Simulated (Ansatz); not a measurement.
**CH2FNOSi: molecular dynamics**

Purpose: to follow the molecule's vibrations and see whether its bonds hold. The start is relaxed first. Runs: 440 steps of 0.25 fs at constant energy, with velocities drawn for 1000 K. SMILES of the start: O=C1N[SiH]1F.

All numbers below are computed with Ansatz 0.2.0 (RKS PBE0-D4/STO-3G).

## 1. The structure to begin with

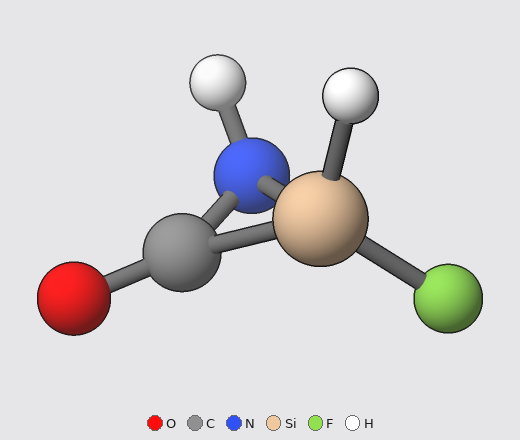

Start, viewed from a chosen angle; oxygen red, carbon grey, nitrogen blue, silicon light orange, fluorine green, hydrogen white.

Coordinates:

```xyz
7

O     0.2182   -1.8619    1.2251
C    -0.1112   -0.8343    0.5921
N    -0.6604    0.3823    0.6848
Si    0.3461    0.0067   -0.8948
F    -0.8710    0.1079   -2.0190
H    -0.1329    1.0120    1.3259
H     1.2723    1.1192   -0.9598
```

## 2. Preparing the start

File input.yaml:

```yaml
crystal:
  periodic: [false, false, false]
  atoms:
    - { symbol: O, position_ang: [0.2182, -1.8619, 1.2251] }
    - { symbol: C, position_ang: [-0.1112, -0.8343, 0.5921] }
    - { symbol: "N", position_ang: [-0.6604, 0.3823, 0.6848] }
    - { symbol: Si, position_ang: [0.3461, 0.0067, -0.8948] }
    - { symbol: F, position_ang: [-0.871, 0.1079, -2.019] }
    - { symbol: H, position_ang: [-0.1329, 1.012, 1.3259] }
    - { symbol: H, position_ang: [1.2723, 1.1192, -0.9598] }
basis:
  gaussian: { orbitals: STO-3G }
hamiltonian:
  xc: pbe0
  dispersion: d4
relax:
  f_tol: 0.02
  max_steps: 40
scf:
  lower_state_search: "off"
```

Started as:

```sh
> ansatz run input.yaml --threads 1 --pin off --max-ram 2048MiB --backend cpu --events-out ev --progress --plain --runs-dir out
```

Output (excerpt; [...] marks lines left out):

```text
Warning: RAYON_NUM_THREADS=1 ignored (pool sized by the plan → 1); use --threads N
[...]
Functional definition: PBE0
[...]
446 factors; integrals over basis functions are off by at most 1.2e-5 eV
[...]
mean field -14997.12417549 eV, -551.1341480333 hartree, gradient 4.3e-6 eV, S^2 0.000000; 0 other end points of the search recorded, 0 dependent functions left out
[...]
reference -14997.12418699 eV, -551.1341484559 hartree; 23, 23 occupied and 8, 8 virtual orbitals, 446 factors
relax step   1: F+E_penalty+E_count = -14997.24367211 eV  Δ(F+E_penalty+E_count) = +0.000e0 eV  max|allowed force component| = 6.220e0 eV/Å  Δτ_max = 0.0000 Å  (15 SCF iters, accepted)
[...]
relax step   4: F+E_penalty+E_count = -14998.33396048 eV  Δ(F+E_penalty+E_count) = -1.080e-1 eV  max|allowed force component| = 1.059e0 eV/Å  Δτ_max = 0.0542 Å  (20 SCF iters, accepted)
[...]
relax step   7: F+E_penalty+E_count = -14998.44074704 eV  Δ(F+E_penalty+E_count) = -4.384e-2 eV  max|allowed force component| = 3.929e-1 eV/Å  Δτ_max = 0.0754 Å  (20 SCF iters, accepted)
[...]
relax step  10: F+E_penalty+E_count = -14998.46089028 eV  Δ(F+E_penalty+E_count) = -8.054e-3 eV  max|allowed force component| = 8.515e-2 eV/Å  Δτ_max = 0.0241 Å  (21 SCF iters, accepted)
[...]
relax step  11: F+E_penalty+E_count = -14998.46170232 eV  Δ(F+E_penalty+E_count) = -8.120e-4 eV  max|allowed force component| = 4.718e-2 eV/Å  Δτ_max = 0.0125 Å  (21 SCF iters, accepted)
[...]
relax step  12: F+E_penalty+E_count = -14998.46186791 eV  Δ(F+E_penalty+E_count) = -1.656e-4 eV  max|allowed force component| = 1.476e-2 eV/Å  Δτ_max = 0.0077 Å  (22 SCF iters, accepted)
Total energy: -14998.46188020 eV, -551.1833077747 hartree
Atom 0 at     0.191734    -1.916346     1.358299 Å, force    -0.000173     0.003651     0.000815 eV/Å
Atom 1 at     0.095932    -0.908148     0.649236 Å, force     0.001431    -0.008252    -0.012333 eV/Å
Atom 2 at    -0.327376     0.417677     0.709475 Å, force    -0.001086     0.014761    -0.007588 eV/Å
Atom 3 at     0.258521     0.123664    -0.913341 Å, force    -0.002062    -0.010106    -0.002871 eV/Å
Atom 4 at    -0.893903     0.297449    -2.056647 Å, force     0.007363    -0.001491     0.009396 eV/Å
Atom 5 at    -0.667247     0.983383     1.516724 Å, force    -0.003588     0.000281     0.012699 eV/Å
Atom 6 at     1.403440     0.934221    -1.309446 Å, force    -0.001884     0.001155    -0.000118 eV/Å
Dipole moment:     0.064847     0.424754    -0.183795 e Å
Checks for a lower state left out: stability, starts, cluster_reference, orbital_swaps, neighbouring_geometries, increment
```

It took 37 s on 1 thread of Intel Xeon Platinum 8259CL at 2.50GHz (Skylake/Cascade Lake), shared host; peak memory 0.21 GiB.

Step by step:

```csv
step,energy from step 1 (eV),largest force component (eV/Å)
1,0.0000,6.2201
2,-0.7133,3.0096
3,-0.9823,1.4042
4,-1.0903,1.0588
5x,-1.0521,1.6998
6,-1.1532,1.1401
7,-1.1971,0.3929
8,-1.2092,0.4194
9x,-1.0387,4.0356
10,-1.2172,0.0852
11,-1.2180,0.0472
12,-1.2182,0.0148
```

Step 1 is the start. 2 steps were tried and not accepted (5, 9; marked x where the table lists them).

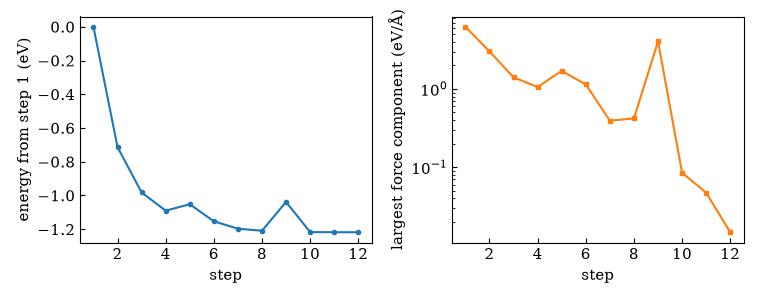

How energy and force went from step to step.

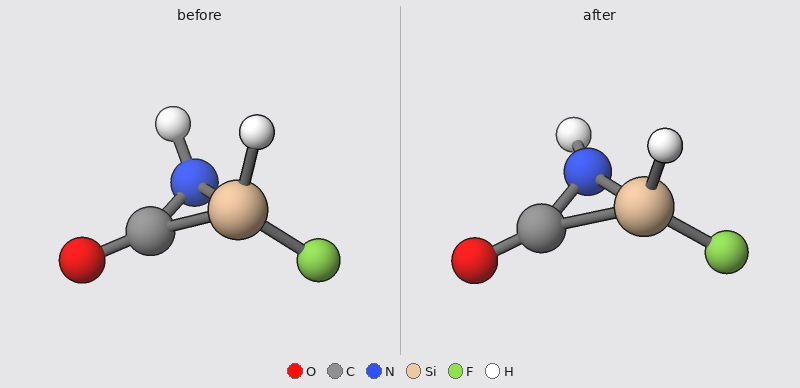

Before and after, at one scale.

After: Bond lengths: O1–C2 1.236 Å, C2–N3 1.393 Å, C2–Si4 1.880 Å, N3–Si4 1.750 Å, Si4–F5 1.633 Å, N3–H6 1.043 Å, Si4–H7 1.458 Å. Angles: O1–C2–N3 140.8°, O1–C2–Si4 156.6°, N3–C2–Si4 62.6°, C2–N3–Si4 72.4°, C2–N3–H6 130.5°, Si4–N3–H6 156.7°, C2–Si4–N3 45.0°, C2–Si4–F5 125.4°, C2–Si4–H7 126.8°, N3–Si4–F5 113.3°, N3–Si4–H7 114.9°, F5–Si4–H7 107.8°.

## 3. The run

440 steps of 0.25 fs at constant energy, with velocities drawn for 1000 K, from the relaxed start.

File input.yaml:

```yaml
crystal:
  periodic: [false, false, false]
  atoms:
    - { symbol: O, position_ang: [0.191734, -1.916346, 1.358299] }
    - { symbol: C, position_ang: [0.095932, -0.908148, 0.649236] }
    - { symbol: "N", position_ang: [-0.327376, 0.417677, 0.709475] }
    - { symbol: Si, position_ang: [0.258521, 0.123664, -0.913341] }
    - { symbol: F, position_ang: [-0.893903, 0.297449, -2.056647] }
    - { symbol: H, position_ang: [-0.667247, 0.983383, 1.516724] }
    - { symbol: H, position_ang: [1.40344, 0.934221, -1.309446] }
basis:
  gaussian: { orbitals: STO-3G }
hamiltonian:
  xc: pbe0
  dispersion: d4
md:
  timestep: 0.25
  n_steps: 440
  ensemble: nve
  temperature: 1000.0
  initial_velocities: maxwell_boltzmann
  seed: 859436
scf:
  lower_state_search: "off"
```

Started as:

```sh
> ansatz run input.yaml --threads 1 --pin off --max-ram 2048MiB --backend cpu --events-out ev --progress --plain --runs-dir out
```

Output (excerpt; [...] marks lines left out):

```text
Warning: RAYON_NUM_THREADS=1 ignored (pool sized by the plan → 1); use --threads N
[...]
[... 1 set-up line as earlier in the session ...]
[...]
446 factors; integrals over basis functions are off by at most 1.5e-5 eV
[...]
mean field -14998.34534165 eV, -551.1790250619 hartree, gradient 4.7e-6 eV, S^2 0.000000; 0 other end points of the search recorded, 0 dependent functions left out
[...]
reference -14998.34535399 eV, -551.1790255155 hartree; 23, 23 occupied and 8, 8 virtual orbitals, 446 factors
md step     0: t =     0.00 fs  T =  1000.0 K  F+E_penalty+E_count = -14998.46187196 eV  E_kin = 0.646300 eV  conserved = -14997.81557196 eV  (14 SCF iters)
[...]
md step    20: t =     5.00 fs  T =   592.2 K  F+E_penalty+E_count = -14998.19813915 eV  E_kin = 0.382765 eV  conserved = -14997.81537431 eV  (22 SCF iters)
[...]
md step    40: t =    10.00 fs  T =   374.8 K  F+E_penalty+E_count = -14998.05754830 eV  E_kin = 0.242224 eV  conserved = -14997.81532408 eV  (15 SCF iters)
[...]
md step    60: t =    15.00 fs  T =   534.0 K  F+E_penalty+E_count = -14998.16053417 eV  E_kin = 0.345141 eV  conserved = -14997.81539295 eV  (14 SCF iters)
[...]
md step    78: t =    19.50 fs  T =   533.5 K  F+E_penalty+E_count = -14998.16011490 eV  E_kin = 0.344793 eV  conserved = -14997.81532230 eV  (15 SCF iters)
md step    79: t =    19.75 fs  T =   534.5 K  F+E_penalty+E_count = -14998.16076535 eV  E_kin = 0.345458 eV  conserved = -14997.81530753 eV  (15 SCF iters)
```

## 4. The log goes on: dynamics from the start

The log, continued (excerpt; [...] marks lines left out):

```text
md step    80: t =    20.00 fs  T =   537.8 K  F+E_penalty+E_count = -14998.16287009 eV  E_kin = 0.347569 eV  conserved = -14997.81530060 eV  (15 SCF iters)
[...]
md step   105: t =    26.25 fs  T =   690.1 K  F+E_penalty+E_count = -14998.26150330 eV  E_kin = 0.446010 eV  conserved = -14997.81549349 eV  (22 SCF iters)
[...]
md step   130: t =    32.50 fs  T =   280.5 K  F+E_penalty+E_count = -14997.99662535 eV  E_kin = 0.181305 eV  conserved = -14997.81532020 eV  (14 SCF iters)
[...]
md step   155: t =    38.75 fs  T =   635.0 K  F+E_penalty+E_count = -14998.22586803 eV  E_kin = 0.410428 eV  conserved = -14997.81544049 eV  (22 SCF iters)
[...]
md step   180: t =    45.00 fs  T =   503.2 K  F+E_penalty+E_count = -14998.14064062 eV  E_kin = 0.325193 eV  conserved = -14997.81544802 eV  (22 SCF iters)
md step   181: t =    45.25 fs  T =   485.5 K  F+E_penalty+E_count = -14998.12922789 eV  E_kin = 0.313782 eV  conserved = -14997.81544613 eV  (22 SCF iters)
md step   182: t =    45.50 fs  T =   466.8 K  F+E_penalty+E_count = -14998.11712317 eV  E_kin = 0.301685 eV  conserved = -14997.81543805 eV  (21 SCF iters)
```

## 5. The log goes on: dynamics from the start

The log, continued (excerpt; [...] marks lines left out):

```text
md step   183: t =    45.75 fs  T =   447.2 K  F+E_penalty+E_count = -14998.10444311 eV  E_kin = 0.289020 eV  conserved = -14997.81542331 eV  (14 SCF iters)
[...]
md step   204: t =    51.00 fs  T =   378.0 K  F+E_penalty+E_count = -14998.05975083 eV  E_kin = 0.244328 eV  conserved = -14997.81542331 eV  (14 SCF iters)
[...]
md step   225: t =    56.25 fs  T =   305.8 K  F+E_penalty+E_count = -14998.01301056 eV  E_kin = 0.197641 eV  conserved = -14997.81537004 eV  (14 SCF iters)
[...]
md step   246: t =    61.50 fs  T =   245.3 K  F+E_penalty+E_count = -14997.97378390 eV  E_kin = 0.158507 eV  conserved = -14997.81527647 eV  (15 SCF iters)
[...]
md step   438: t =   109.50 fs  T =   690.4 K  F+E_penalty+E_count = -14998.26170908 eV  E_kin = 0.446229 eV  conserved = -14997.81547979 eV  (22 SCF iters)
[...]
Total energy: -14998.26092570 eV, -551.1759228330 hartree
Atom 0 at     0.116589    -1.923421     1.324279 Å, force     0.281125    -0.010589    -0.522982 eV/Å
Atom 1 at     0.127897    -0.900202     0.622168 Å, force    -0.735688     0.342407     1.459930 eV/Å
Atom 2 at    -0.250865     0.446977     0.771269 Å, force     0.369324    -0.457484    -1.950909 eV/Å
Atom 3 at     0.284029     0.156649    -0.921242 Å, force    -0.698954     0.946563     0.898750 eV/Å
Atom 4 at    -0.929780     0.214845    -2.049660 Å, force     0.723882     0.029204     0.500927 eV/Å
Atom 5 at    -0.849482     0.977957     1.444494 Å, force     0.064150    -0.510300     0.207815 eV/Å
Atom 6 at     1.299809     1.187945    -1.144953 Å, force    -0.003838    -0.339801    -0.593532 eV/Å
Dipole moment:     0.005735     0.390806    -0.278263 e Å
Checks for a lower state left out: stability, starts, cluster_reference, orbital_swaps, neighbouring_geometries, increment
```

It took 12 min on 1 thread of Intel Xeon Platinum 8259CL at 2.50GHz (Skylake/Cascade Lake), shared host; peak memory 0.14 GiB.

## 6. Frames and traces

The trajectory, every 17 steps (energies from step 0):

```csv
time (fs),T (K),potential energy change (meV/atom),total energy change (meV/atom)
0.0,1000,0.0,0.00
4.2,675,30.0,0.02
8.5,372,58.0,0.03
12.8,493,46.8,0.02
17.0,548,41.8,0.02
21.2,586,38.2,0.03
25.5,694,28.3,0.02
29.8,444,51.3,0.03
34.0,266,67.8,0.04
38.2,591,37.8,0.02
42.5,649,32.4,0.02
46.8,369,58.3,0.04
51.0,378,57.4,0.02
55.2,360,59.1,0.02
59.5,208,73.1,0.03
63.8,442,51.5,0.02
68.0,637,33.5,0.01
72.2,337,61.2,0.03
76.5,356,59.5,0.02
80.8,599,37.0,0.01
85.0,476,48.4,0.03
89.2,484,47.7,0.04
93.5,649,32.5,0.02
97.8,351,60.0,0.04
102.0,337,61.3,0.04
106.2,618,35.3,0.02
110.0,689,28.7,0.01
```

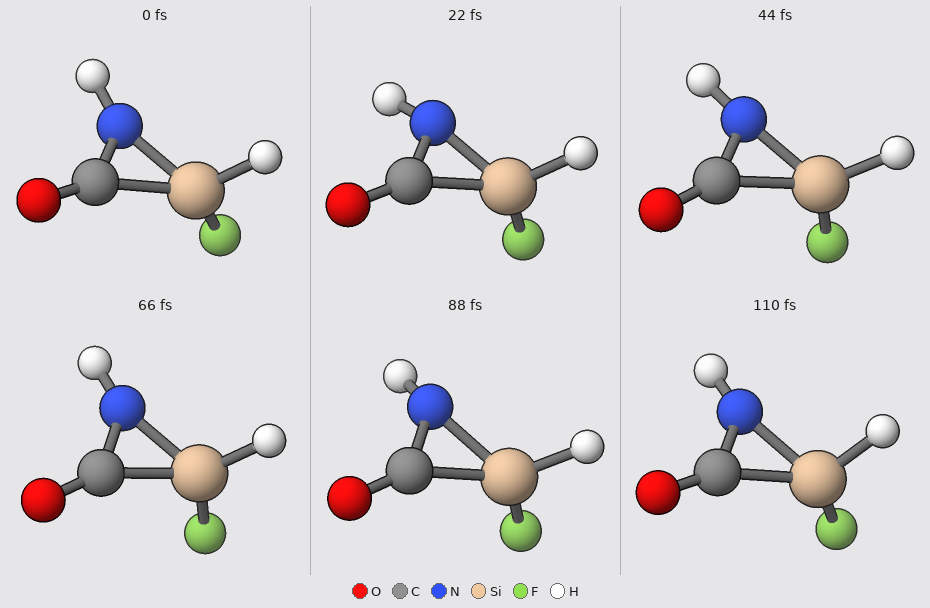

Six frames of the run, seen from a chosen angle. Sticks join atoms within a bonding distance in each frame.

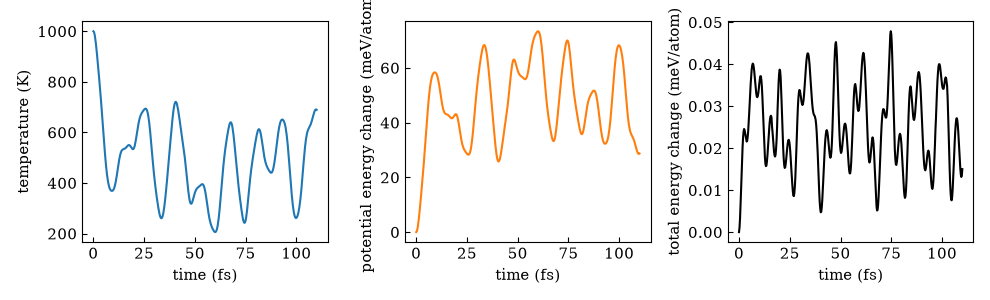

Traces against time; each panel has its own scale.

## 7. Positions and forces

Extended XYZ, with forces in eV/Å:

```xyz
7
time_fs=13.8 T=525 dE=0.3074
O     0.094   -1.873    1.308    0.495   -2.183    0.548
C     0.171   -0.889    0.589   -0.625    0.603    0.538
N    -0.283    0.411    0.784    0.233    0.663   -1.169
Si    0.282    0.160   -0.917   -0.463    0.318    0.663
F    -0.909    0.218   -2.019   -0.226   -0.074   -0.152
H    -0.962    0.653    1.560    0.411    0.325   -0.648
H     1.376    0.925   -1.482    0.175    0.348    0.219
7
time_fs=27.5 T=639 dE=0.2332
O     0.051   -1.963    1.267    0.263    0.244    0.099
C     0.171   -0.901    0.643   -0.791    1.468   -0.872
N    -0.213    0.484    0.721   -0.526   -0.701    0.958
Si    0.295    0.216   -0.900    0.231   -0.993   -0.229
F    -0.937    0.136   -1.991    0.465    0.164    0.152
H    -1.012    0.935    1.229    0.200   -0.302    0.406
H     1.303    1.189   -1.253    0.159    0.121   -0.515
7
time_fs=41.2 T=709 dE=0.1879
O     0.041   -1.974    1.202   -0.011    1.019   -0.004
C     0.088   -0.866    0.639    0.378    0.074   -0.476
N    -0.203    0.511    0.745   -0.729   -0.337    1.336
Si    0.326    0.236   -0.902   -0.778   -0.715   -0.322
F    -0.930    0.066   -1.950    0.159    0.188    0.107
H    -0.829    0.984    1.473    0.495   -0.416   -0.682
H     1.128    1.296   -1.465    0.485    0.187    0.041
7
time_fs=55.0 T=371 dE=0.4067
O     0.035   -1.906    1.146    0.007   -1.080    0.377
C     0.049   -0.830    0.556    0.638   -0.850    1.288
N    -0.226    0.489    0.829    0.638    0.836   -2.243
Si    0.335    0.231   -0.913   -0.826    0.352    1.569
F    -0.915    0.018   -1.909   -0.548    0.506   -0.795
H    -0.623    0.915    1.698   -0.219   -0.025   -0.147
H     1.269    1.176   -1.473    0.309    0.261   -0.050
7
time_fs=68.8 T=608 dE=0.2533
O     0.027   -1.949    1.149    0.048    0.482    0.311
C     0.108   -0.850    0.578    0.116   -0.515    0.180
N    -0.199    0.519    0.737   -0.647    0.029    1.882
Si    0.310    0.250   -0.864   -0.361   -0.935   -1.531
F    -0.933    0.019   -1.927    0.634    0.726   -0.023
H    -0.727    1.026    1.491    0.140   -0.148   -0.382
H     1.435    1.029   -1.310    0.070    0.361   -0.436
7
time_fs=82.5 T=593 dE=0.2634
O     0.027   -1.978    1.197    0.356    1.203   -0.083
C     0.174   -0.876    0.629   -1.032    0.454   -0.237
N    -0.205    0.526    0.770    0.787   -0.900   -1.049
Si    0.288    0.230   -0.892    0.487   -0.574    0.879
F    -0.916    0.080   -1.960   -0.546   -0.009   -0.399
H    -0.951    1.048    1.275   -0.262   -0.322    0.700
H     1.276    1.082   -1.525    0.209    0.147    0.189
7
time_fs=96.2 T=503 dE=0.3214
O     0.059   -1.909    1.250    0.153   -0.711    0.139
C     0.131   -0.847    0.634    0.846   -1.359   -0.265
N    -0.205    0.465    0.820   -1.083    0.675    0.066
Si    0.301    0.175   -0.924   -0.608    0.476    0.095
F    -0.930    0.149   -2.017    0.231   -0.001    0.375
H    -1.003    0.549    1.520    0.361    0.978   -0.544
H     1.199    1.234   -1.379    0.100   -0.057    0.135
7
time_fs=110.0 T=689 dE=0.2010
O     0.117   -1.923    1.324    0.281   -0.011   -0.523
C     0.128   -0.900    0.622   -0.736    0.342    1.460
N    -0.251    0.447    0.771    0.369   -0.458   -1.951
Si    0.284    0.157   -0.921   -0.699    0.947    0.899
F    -0.930    0.215   -2.050    0.724    0.029    0.501
H    -0.850    0.978    1.444    0.064   -0.510    0.208
H     1.300    1.188   -1.145   -0.004   -0.340   -0.594
```

## 8. Summary of results

| quantity | value |
| --- | --- |
| relaxation of the start | 9 moves, 1.218 eV lower |
| length | 440 steps of 0.25 fs |
| temperature, first and last step | 1000 and 689 K |
| temperature, second half | mean 459 K, from 206 to 691 K |
| potential energy, second half | +50 meV/atom from the start |
| largest change of the total energy | 0.05 meV/atom |
| bonds formed or broken | 0 |

**Reading.** The temperature starts at 1000 K and averages 459 K in the second half, where it ranges from 206 to 691 K. About half is expected from a start at a minimum: kinetic energy passes into potential energy until both shares match. The total energy strays from its start by at most 0.05 meV/atom, 0.1 % of the mean kinetic energy, which is good for a step of 0.25 fs. The bonding pattern survives the run. A run of 110 fs with 7 atoms shows the motion but fixes no equilibrium value. The nuclei move classically, without zero-point motion, which matters most for hydrogen. In so small a basis the energies are only a sketch.
